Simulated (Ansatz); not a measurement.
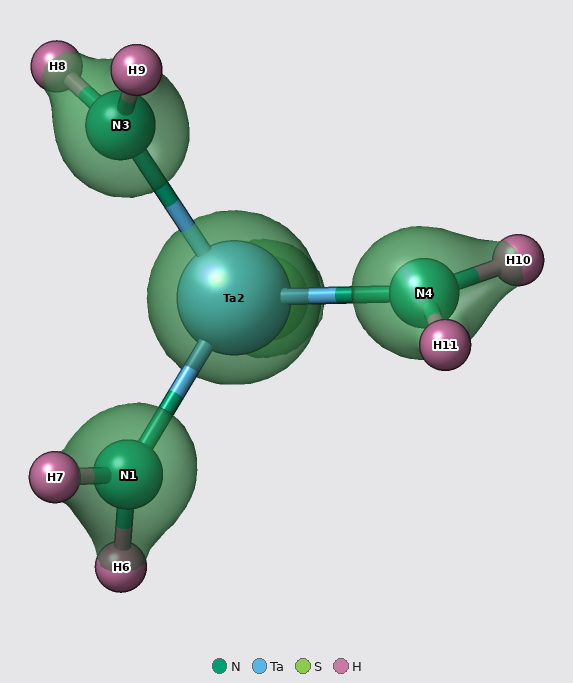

Figure 1: H6N3STa (SMILES [NH2][Ta]([NH2])([NH2])=[S]). Isosurface of the electron density at 1.5 e/Å³ (green), seen at a tilt.

Geometry: PBE0-D4/def2-TZVP; core potentials replace the inner electrons of Ta.

Theory: RKS PBE0-D4/def2-TZVPP (Ansatz 0.2.0).

The calculation's input:

```
crystal:
  periodic: [false, false, false]
  atoms:
    - {symbol: N, position_ang: [-1.672001, 0.799779, 0.170079]}
    - {symbol: Ta, position_ang: [0.232821, 0.277694, 0.265861]}
    - {symbol: N, position_ang: [0.342835, -1.565586, 0.973188]}
    - {symbol: N, position_ang: [0.979861, 0.292428, -1.564932]}
    - {symbol: S, position_ang: [1.333683, 1.650321, 1.547021]}
    - {symbol: H, position_ang: [-2.019851, 1.720653, 0.395168]}
    - {symbol: H, position_ang: [-2.438532, 0.145133, 0.109699]}
    - {symbol: H, position_ang: [0.577599, -1.793529, 1.928491]}
    - {symbol: H, position_ang: [0.392732, -2.393536, 0.397182]}
    - {symbol: H, position_ang: [1.908084, 0.615790, -1.796261]}
    - {symbol: H, position_ang: [0.428070, 0.193654, -2.404899]}
basis:
  gaussian: {orbitals: def2-TZVPP}
hamiltonian: {xc: pbe0, dispersion: d4}
output: {orbitals: {seedname: orbitals}}
```

Command:

```sh
ansatz run in.yaml --threads 4 --pin off --events-out ev --progress --plain --max-ram 11315MiB
```

How is the density connected at this value?

Answer. At this value the surface falls into five separate pieces. It bridges the sampled N–H (1.01 Å) contacts, where the density stays above the isovalue. It is pinched off along the sampled Ta–N (1.98 Å) and Ta–S (2.18 Å) contacts. On the grid the lowest density along these lines, outside the cores, is 0.96 e/Å³ (Ta–N, 1.98 Å), 0.95 e/Å³ (Ta–S, 2.18 Å) and 2.3 e/Å³ (N–H, 1.01 Å).
